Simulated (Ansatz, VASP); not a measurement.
**BaZnPF in two plane-wave programs**

One calculation is typed for both programs; each brings its own data sets and cutoff. How far apart do they land? The cell is taken from a series of runs on this material, whose earlier steps may have relaxed or scaled it; both programs get it as it stands.

Calculated with Ansatz 0.2.0; plane waves, with VASP 6.6.1 beside it; single point at PBE.

### 1. Starting point

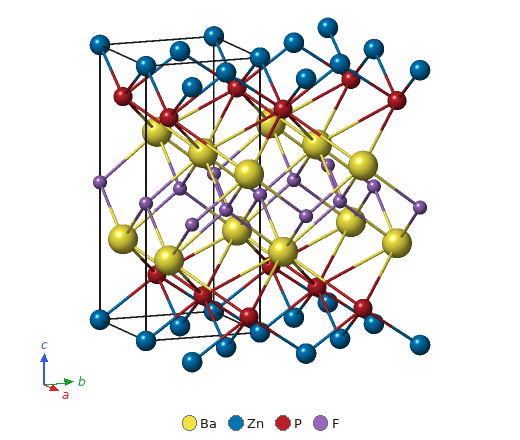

The starting structure, seen slightly off an axis (barium yellow, zinc blue, phosphorus red, fluorine purple). 2×2×1 cells are drawn. Some periodic images of atoms are drawn too.

### 2. Ansatz: single point, PBE

Ansatz runs on its default PAW (the set named soft_2) files.

With cell and atoms fixed, the geometry can't cause a difference; cores, projectors, grids and the points listed under the comparison can.

Contents of input.yaml:

```yaml
crystal:
  lattice:
    - [4.15634, 0.0, 0.0]
    - [0.0, 4.15634, 0.0]
    - [0.0, 0.0, 9.45743]
  atoms:
    - { symbol: Ba, position: [0.0, 0.5, 0.66823] }
    - { symbol: Ba, position: [0.5, 0.0, 0.33177] }
    - { symbol: Zn, position: [0.0, 0.0, 0.0] }
    - { symbol: Zn, position: [0.5, 0.5, 0.0] }
    - { symbol: P, position: [0.5, 0.0, 0.8509] }
    - { symbol: P, position: [0.0, 0.5, 0.1491] }
    - { symbol: F, position: [0.0, 0.0, 0.5] }
    - { symbol: F, position: [0.5, 0.5, 0.5] }
hamiltonian:
  xc: pbe
  pseudopotentials: { kind: paw }
kpoints:
  mp_grid: { grid: [7, 7, 3] }
scf:
  occupations: { method: fermi_dirac, width: 0.05 }
  n_extra_bands: 6
output:
  forces: true
  stress: true
  eigenvalues: true
```

Started as:

```console
$ ansatz run input.yaml --threads 4 --pin off --max-ram 9216MiB --backend cpu --events-out ev --progress --plain --runs-dir out
```

Numbers of over 12 decimals in the logs are rounded to 6 here.

The log of the run:

```text
scf.n_extra_bands = 6 over 34 filled bands (N_el = 68.0): the run solves 40 bands
Engine: ansatz 0.2.0, aarch64-unknown-linux-gnu
Pseudopotentials: kind: paw
Pseudopotential: Ba, paw, valence charge 10, recommended cutoff 420 eV (normal), Ba.paw.azcp
Pseudopotential: Zn, paw, valence charge 12, recommended cutoff 420 eV (normal), Zn.paw.azcp
Pseudopotential: P, paw, valence charge 5, recommended cutoff 420 eV (normal), P.paw.azcp
Pseudopotential: F, paw, valence charge 7, recommended cutoff 420 eV (normal), F.paw.azcp
Functional definition: PBE
  parameter kappa = 0.804
  parameter beta = 0.066725
  exchange = pbe_x(kappa = kappa, mu = beta*pi^2/3)
  correlation = pbe_c(beta = beta)
Crystal: 8 atoms, lattice volume = 163.379 Å³
Basis set: ecut = 420 eV, 3159 PW (Γ), exchange–correlation on 60×60×128 points (8 copies of the dense FFT grid, shifted against one another)
Bands: 40, of which v1, the nominal top of the filled ones, is band 34 counted from 1 (33 counted from 0)
Symmetry: 16 space group operations
Space group: P4/nmm (ITA 129), of the structure as read, at distance tolerance 5.5e-5 Å
k-points: 20 of 147
Non-local potential: Ba, projectors of the file, l = 0: 3, l = 1: 2, l = 2: 2, l = 3: 2
Non-local potential: Zn, projectors of the file, l = 0: 2, l = 1: 2, l = 2: 3, l = 3: 1
Non-local potential: P, projectors of the file, l = 0: 2, l = 1: 2, l = 2: 2
Non-local potential: F, projectors of the file, l = 0: 2, l = 1: 2, l = 2: 1
PAW form: soft (Blöchl's): semilocal exchange-correlation on the pseudo side does not see the compensation charge
PAW one-centre angular grid: Ba, 194 points (default); XC on 64 Gauss nodes
PAW one-centre angular grid: Zn, 590 points (default); XC on 64 Gauss nodes
PAW one-centre angular grid: P, 110 points (default); XC on 64 Gauss nodes
PAW one-centre angular grid: F, 110 points (default); XC on 64 Gauss nodes
Initial density: superposition of atomic densities (neutral atoms: chi_scale 0, normalization atom), corrected by the library's trained network
Initial wavefunctions: pseudopotential atomic-orbital guess
Functional: x = pbe(κ = 0.804, μ = 0.219515), c = pbe(β = 0.066725)
SCF iter   1: F=—  HF=-21674.916806 eV  |F-HF|=—  |Δ(HF+E_count)|=         —  Δρ=1.76e-3  dr2=5.76e-3  ethr=1.77e-3  ⟨swp⟩=11.6  Hψ=4470  notcnv=0
preconditioner: auto → Resta (q_TF=auto, 2.357 Å⁻¹)  ε∞=5.9  [insulator: Δε(μ)=0.418 eV  Ē_g=10.195 eV  σ=0.050 eV  W_gap=0.96  n_scr=38 (ndim 8)  ℏωp=22.5 eV  f_vac=0.011  D(μ)=0.03/eV (n_scr^D=0)  ε∞_Penn≈5.9]
SCF iter   2: F=—  HF=-21674.916757 eV  |F-HF|=—  |Δ(HF+E_count)|=   4.93e-5  Δρ=1.05e-3  dr2=2.05e-3  ethr=8.46e-6  ⟨swp⟩=2.3  Hψ=1580  notcnv=0  defer=8
SCF iter   3: F=—  HF=-21674.917010 eV  |F-HF|=—  |Δ(HF+E_count)|=   2.53e-4  Δρ=7.29e-4  dr2=5.75e-4  ethr=3.01e-6  ⟨swp⟩=2.0  Hψ=1394  notcnv=0  defer=8
SCF iter   4: F=—  HF=-21674.916939 eV  |F-HF|=—  |Δ(HF+E_count)|=   7.12e-5  Δρ=2.13e-4  dr2=7.08e-5  ethr=8.46e-7  ⟨swp⟩=2.0  Hψ=1212  notcnv=0  defer=8
SCF iter   5: F=—  HF=-21674.916998 eV  |F-HF|=—  |Δ(HF+E_count)|=   5.87e-5  Δρ=1.33e-4  dr2=2.09e-5  ethr=1.04e-7  ⟨swp⟩=2.0  Hψ=1417  notcnv=0  defer=8
SCF iter   6: F=—  HF=-21674.916997 eV  |F-HF|=—  |Δ(HF+E_count)|=   8.96e-7  Δρ=3.88e-5  dr2=3.75e-6  ethr=3.08e-8  ⟨swp⟩=2.0  Hψ=1217  notcnv=0  defer=8
SCF iter   7: F=—  HF=-21674.916998 eV  |F-HF|=—  |Δ(HF+E_count)|=   9.63e-7  Δρ=1.68e-5  dr2=6.44e-7  ethr=5.51e-9  ⟨swp⟩=3.0  Hψ=1345  notcnv=0  defer=8
SCF iter   8: F=-21674.916998 eV  HF=-21674.916998 eV  |F-HF|=1.16e-8  |Δ(HF+E_count)|=   9.58e-8  Δρ=3.35e-6  dr2=3.21e-8  ethr=1.47e-10  ⟨swp⟩=9.2  Hψ=4253  notcnv=0
SCF 1 converged in 8 iterations: F = -21674.916998 eV  dr2 = 3.21e-8
  greatest PAW one-centre occupation: 0.983 electrons in one spin orbital (limit 2), on the Zn atom at site 3 (counted from 0), in its partial waves of l = 2
SCF converged after 8 iterations
Free energy (F): -21674.916998 eV
Harris-Foulkes:  -21674.916998 eV  (|F-HF|=1.16e-8)
Internal energy: -21674.916668 eV  (E = F + TS)
E sigma→0 (E₀):  -21674.916833 eV
Entropy (-TS):   -0.000330 eV (-0.041 meV/atom)
Fermi energy:    8.744501 eV
--- Per-component energies (eV) ---
  E_band       = -38.818212
  E_kinetic    = 1155.601188
  E_local      = -5943.722719  (includes V_loc(G=0)·N_el)
  E_nonlocal   = 1553.945875
  E_hartree    = 2455.507591
  E_xc         = -897.095196
  E_vxc        = -706.447896  (∫ρ·V_xc dr)
  E_paw        = -15645.099973  (= ΣΔE_a)
  E_vpaw       = -1009.214621  (= ΣTr[D̂ρ^β])
  E_aug_tail   = 0.003365  (compensation charges beyond the density's cutoff)
  E_ewald      = -4354.056797
  E_smearing   = -0.000330  (= −TS)
  E_closure    = -0.000000  (closes the sum)
  Σ components = -21674.916998   (vs F -21674.916998, Δ=0.00e0)
--- Forces (eV/Å), atoms counted from 1 ---
  atom   1  Ba    -0.00000000     0.00000000     0.14441161
  atom   2  Ba    -0.00000000     0.00000000    -0.14441161
  atom   3  Zn     0.00000000     0.00000000     0.00000000
  atom   4  Zn     0.00000000     0.00000000    -0.00000000
  atom   5  P      0.00000000     0.00000000    -0.03520712
  atom   6  P      0.00000000     0.00000000     0.03520712
  atom   7  F      0.00000000     0.00000000    -0.00000000
  atom   8  F      0.00000000     0.00000000     0.00000000
  max |Σ_I F_I| component: 1.25e-16 eV/Å
--- Stress (GPa, compression-positive) ---
        0.898791       0.000000       0.000000
        0.000000       0.898791       0.000000
        0.000000       0.000000       1.050207
  P = ⅓ Tr σ = 0.9493 GPa (9.493 kbar)
--- Band table (eV; the first three rows and the last of 20) ---
  k-point 0: bands = [... 30 lower, 6.2965, 7.9416, 8.4797, 8.4797, 8.9212, 10.1196, 10.7933, 10.9147, ... 2 higher]
  k-point 1: bands = [... 30 lower, 6.2953, 7.7485, 8.4753, 8.4753, 8.9974, 10.2123, 10.4397, 11.3399, ... 2 higher]
  k-point 2: bands = [... 30 lower, 6.4389, 7.7980, 7.9706, 8.4084, 9.5327, 10.7002, 11.0007, 11.7647, ... 2 higher]
  k-point 19: bands = [... 30 lower, 5.7859, 6.1910, 6.2079, 6.4736, 11.1840, 11.2522, 11.7584, 11.7609, ... 2 higher]
```

The run ends at a pressure of 0.95 GPa, with forces up to 0.14 eV/Å.

### 3. VASP: single point, PBE

The same cell, functional, mesh and smearing now go to VASP, with its own data sets and cutoff.

Lines of VASP's logs that name or quote its potential files are left out, and so is its time.

Contents of INCAR:

```
SYSTEM = BaZnPF
PREC = Accurate
ENCUT = 790
EDIFF = 1E-06
NELM = 100
ISMEAR = -1
SIGMA = 0.05
LREAL = .FALSE.
ALGO = Normal
GGA = PE
NBANDS = 52
LORBIT = 11
LWAVE = .FALSE.
LCHARG = .FALSE.
KPAR = 2
ISIF = 2
```

Contents of POSCAR:

```
BaZnPF
1.0
    4.1563400000      0.0000000000      0.0000000000
    0.0000000000      4.1563400000      0.0000000000
    0.0000000000      0.0000000000      9.4574300000
Ba Zn P F
2 2 2 2
Direct
    0.0000000000      0.5000000000      0.6682300000
    0.5000000000      0.0000000000      0.3317700000
    0.0000000000      0.0000000000      0.0000000000
    0.5000000000      0.5000000000      0.0000000000
    0.5000000000      0.0000000000      0.8509000000
    0.0000000000      0.5000000000      0.1491000000
    0.0000000000      0.0000000000      0.5000000000
    0.5000000000      0.5000000000      0.5000000000
```

Contents of KPOINTS:

```
Automatic mesh
0
Gamma
7 7 3
0 0 0
```

The projector-augmented-wave data sets are Ba_sv_GW, Zn_sv_GW, P_GW and F_GW (PBE family, release 64).

Started as:

```console
$ mpirun -np 2 vasp_std
```

The log of the run:

```text
[banner, memory and clock lines left out]
running    2 mpi-ranks, on    1 nodes
 distrk:  each k-point on    1 cores,    2 groups
 distr:  one band on    1 cores,    1 groups

 POSCAR found type information on POSCAR BaZnP F
 POSCAR found :  4 types and       8 ions
 LDA part: xc-table for (Slater+PW92), standard interpolation
 POSCAR, INCAR and KPOINTS ok, starting setup
 FFT: planning ... GRIDC
 FFT: planning ... GRID_SOFT
 FFT: planning ... GRID
 WAVECAR not read
 entering main loop
       N       E                     dE             d eps       ncg     rms          rms(c)
DAV:   1     0.173831020974E+04    0.17383E+04   -0.48034E+04  3308   0.740E+03
DAV:   2     0.332741599535E+03   -0.14056E+04   -0.13672E+04  3804   0.147E+03
DAV:   3     0.160622166683E+02   -0.31668E+03   -0.30706E+03  4132   0.780E+02
DAV:   4    -0.363885039420E+02   -0.52451E+02   -0.51703E+02  4144   0.219E+02
DAV:   5    -0.416076998963E+02   -0.52192E+01   -0.51660E+01  4160   0.750E+01    0.997E+00
DAV:   6    -0.384080842806E+02    0.31996E+01   -0.13769E+01  4016   0.168E+02    0.412E+00
DAV:   7    -0.384262846569E+02   -0.18200E-01   -0.56441E+00  4056   0.585E+01    0.290E+00
DAV:   8    -0.384055758318E+02    0.20709E-01   -0.52174E-01  4104   0.243E+01    0.166E+00
DAV:   9    -0.384042085023E+02    0.13673E-02   -0.15705E-01  3672   0.988E+00    0.542E-01
DAV:  10    -0.384005135212E+02    0.36950E-02   -0.59660E-02  4072   0.555E+00    0.209E-01
DAV:  11    -0.384012461259E+02   -0.73260E-03   -0.11339E-02  3968   0.138E+00    0.111E-01
DAV:  12    -0.384014268276E+02   -0.18070E-03   -0.12606E-03  4144   0.441E-01    0.621E-02
DAV:  13    -0.384014963680E+02   -0.69540E-04   -0.73153E-04  3864   0.218E-01    0.314E-02
DAV:  14    -0.384014853119E+02    0.11056E-04   -0.18583E-04  4056   0.182E-01    0.147E-02
DAV:  15    -0.384014877961E+02   -0.24842E-05   -0.25715E-05  4080   0.565E-02    0.280E-03
DAV:  16    -0.384014882446E+02   -0.44852E-06   -0.52995E-06  2304   0.249E-02
   1 F= -.38401488E+02 E0= -.38401322E+02  d E =-.332474E-03
```

OUTCAR, selected parts (step 3):

```text
ion  position               nearest neighbor table
   1  0.000  0.500  0.668-
   2  0.500  0.000  0.332-
   3  0.000  0.000  0.000-   5 2.51   6 2.51   6 2.51   5 2.51
   4  0.500  0.500  0.000-   5 2.51   6 2.51   5 2.51   6 2.51
   5  0.500  0.000  0.851-   3 2.51   4 2.51   4 2.51   3 2.51
   6  0.000  0.500  0.149-   3 2.51   4 2.51   3 2.51   4 2.51
   7  0.000  0.000  0.500-
   8  0.500  0.500  0.500-

  LATTYP: Found a simple tetragonal cell.
 ALAT       =     4.1563400000
 C/A-ratio  =     2.2754226074

 Subroutine GETGRP returns: Found 16 space group operations
 (whereof  8 operations were pure point group operations)

The static configuration has the point symmetry D_2d.
 The point group associated with its full space group is D_4h.

 Found     20 irreducible k-points:

   k-points           NKPTS =     20   k-points in BZ     NKDIM =     20   number of bands    NBANDS=     52

   dimension x,y,z NGX =    40 NGY =   40 NGZ =   90
   dimension x,y,z NGXF=    80 NGYF=   80 NGZF=  180

   ENCUT  =  790.0 eV  58.06 Ry    7.62 a.u.   9.53  9.53 21.67*2*pi/ulx,y,z

   NELECT =      84.0000    total number of electrons

 k-points in reciprocal lattice and weights: Automatic mesh
   0.00000000  0.00000000  0.00000000       0.007
   0.14285714  0.00000000  0.00000000       0.027
   0.28571429  0.00000000  0.00000000       0.027
   0.42857143  0.00000000  0.00000000       0.027
   0.14285714  0.14285714  0.00000000       0.027
   0.28571429  0.14285714  0.00000000       0.054
   0.42857143  0.14285714  0.00000000       0.054
   0.28571429  0.28571429  0.00000000       0.027
   0.42857143  0.28571429  0.00000000       0.054
[...]
0.42857143  0.28571429  0.33333333       0.109
   0.42857143  0.42857143  0.33333333       0.054

 average (electrostatic) potential at core
       1 -80.8999       2 -80.8999       3 -78.1426       4 -78.1426       5 -73.6758
       6 -73.6758       7-110.4756       8-110.4756

 E-fermi :   5.3409

 k-point     1 :       0.0000    0.0000    0.0000
  band No.  band energies     occupation
    ...
     38       2.8926      2.00000
     39       2.8926      2.00000
     40       4.5380      2.00000
     41       5.0765      1.98995
     42       5.0765      1.98995
     43       5.5172      0.05716
     44       6.7151      0.00000
     45       7.3899      0.00000
     46       7.5048      0.00000
     47       8.7772      0.00000
    ...

 k-point     2 :       0.1429    0.0000    0.0000
  band No.  band energies     occupation
    ...
     38       2.0601      2.00000
     39       3.0351      2.00000
     40       4.3941      2.00000
     41       4.5671      2.00000
     42       5.0052      1.99758
     43       6.1286      0.00000
     44       7.2964      0.00000
     45       7.5948      0.00000
     46       8.3585      0.00000
     47       8.5113      0.00000
    ...

 k-point     3 :       0.2857    0.0000    0.0000
  band No.  band energies     occupation
    ...
     38       1.4020      2.00000
     39       3.4122      2.00000
     40       3.7610      2.00000
     41       4.5380      2.00000
     42       4.7787      1.99997
     43       6.6913      0.00000
     44       7.6063      0.00000
     45       7.7313      0.00000
     46       8.9129      0.00000
     47       9.0305      0.00000
    ...

  Total        0.8179654      0.8179654      0.9611004      0.0000000     -0.0000000      0.0000000
  in kB        8.0214011      8.0214011      9.4250592      0.0000000     -0.0000000      0.0000000
  external PRESSURE =       8.4892872 kB  Pullay stress =       0.0000000 kB

  energy-cutoff  :      790.00
  volume of cell :      163.38
      direct lattice vectors                 reciprocal lattice vectors
     4.156340000  0.000000000  0.000000000     0.240596294  0.000000000  0.000000000
     0.000000000  4.156340000  0.000000000     0.000000000  0.240596294  0.000000000
     0.000000000  0.000000000  9.457430000     0.000000000  0.000000000  0.105736971

 POSITION                                       TOTAL-FORCE (eV/Angst)
 -----------------------------------------------------------------------------------
      0.00000      2.07817      6.31974         0.000000      0.000000      0.148232
      2.07817      0.00000      3.13769        -0.000000     -0.000000     -0.148232
      0.00000      0.00000      0.00000         0.000000      0.000000      0.000000
      2.07817      2.07817      0.00000        -0.000000     -0.000000      0.000000
      2.07817      0.00000      8.04733        -0.000000      0.000000     -0.049014
      0.00000      2.07817      1.41010         0.000000      0.000000      0.049014
      0.00000      0.00000      4.72872         0.000000      0.000000      0.000000
      2.07817      2.07817      4.72872         0.000000     -0.000000      0.000000
 -----------------------------------------------------------------------------------
    total drift:                               -0.000000      0.000000     -0.000000

  FREE ENERGIE OF THE ION-ELECTRON SYSTEM (eV)
  ---------------------------------------------------
  free  energy   TOTEN  =       -38.4014882446 eV

  energy  without entropy=      -38.4011557703  energy(sigma->0) =      -38.40132201

 total charge
# of ion       s       p       d       f       tot
--------------------------------------------------
    1        1.788   4.562   0.104   0.019   6.474
    2        1.788   4.562   0.104   0.019   6.474
    3        2.294   6.193   9.426   0.002  17.914
    4        2.294   6.193   9.426   0.002  17.914
    5        1.133   1.675   0.028   0.000   2.836
    6        1.133   1.675   0.028   0.000   2.836
    7        1.666   4.152   0.000   0.000   5.818
    8        1.666   4.152   0.000   0.000   5.818
--------------------------------------------------
tot         13.763  33.164  19.117   0.042  66.086

[... 3 further parts left out ...]
```

The run ends at a pressure of 0.85 GPa, with forces up to 0.15 eV/Å.

### 4. Comparison

Known differences besides the PAW data sets themselves: the data sets hold 68 valence electrons in Ansatz (default PAW (the set named soft_2) files) and 84 in VASP; the cutoff is 420 eV in Ansatz and 790 eV in VASP; VASP leaves aspherical gradient terms in its spheres out (LASPH is not set), Ansatz keeps them. Total energies have different zeros and are not compared.

Both answers:

```csv
quantity,Ansatz,VASP,difference
pressure (GPa),0.95,0.85,+0.10
gap on the k mesh (eV),0.442,0.441,+0.001
```

Forces (eV/Å; atoms numbered as in POSCAR):

```csv
atom,"Ansatz x, y, z","VASP x, y, z"
Ba1,"0.000, 0.000, 0.144","0.000, 0.000, 0.148"
Ba2,"0.000, 0.000, -0.144","0.000, 0.000, -0.148"
Zn3,"0.000, 0.000, 0.000","0.000, 0.000, 0.000"
Zn4,"0.000, 0.000, 0.000","0.000, 0.000, 0.000"
P5,"0.000, 0.000, -0.035","0.000, 0.000, -0.049"
P6,"0.000, 0.000, 0.035","0.000, 0.000, 0.049"
F7,"0.000, 0.000, 0.000","0.000, 0.000, 0.000"
F8,"0.000, 0.000, 0.000","0.000, 0.000, 0.000"
```

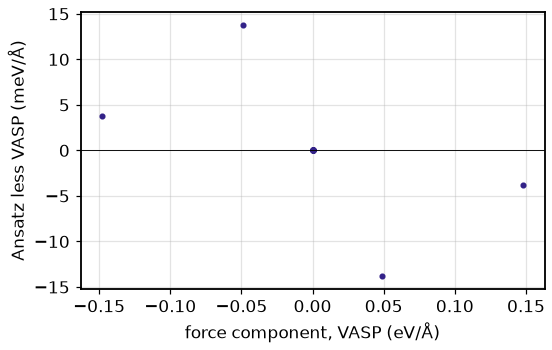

Difference of the force components against their size.

The forces differ by 4.1 meV/Å r.m.s., which is 9.2 % of the r.m.s. force of 0.05 eV/Å (both taken over all components). Ansatz's pressure holds a Pulay correction of 0.17 GPa; VASP's holds none.

### 5. Further runs

How far does this hang on the set-up? Further runs change one program's set-up at a time, as the table lists.

| run | r.m.s. force difference (meV/Å) |
| --- | --- |
| as above | 4.1 |
| VASP with the data sets Ba_sv, Zn, P_h and F_h and a cutoff of 1240 eV | 41 |

### 6. What came out

```json
{
 "r.m.s. force difference (single point, PBE)": "4.1 meV/Å"
}
```

What this shows: The r.m.s. force difference is 4.1 meV/Å (single point, PBE), within the 12 meV/Å picked in this series as the mark of a large difference. For single point, PBE: no further run halves the r.m.s. force difference (one raises it to 41 meV/Å). How closely two codes agree says nothing of how well the functional describes the real material.

[Lines on the potential files, build, host, timing and source positions are cut from VASP's logs without a mark.]

[Logs are printed without paths, hosts, clocks, repeated set-up lines and the standing remarks that a program may print on its own settings, such as how far it seeks lower states.]

[Hosts, paths, dates, database ids (printed as entryN), source tags and the programs' standing remarks are cut or masked in the printed files.]
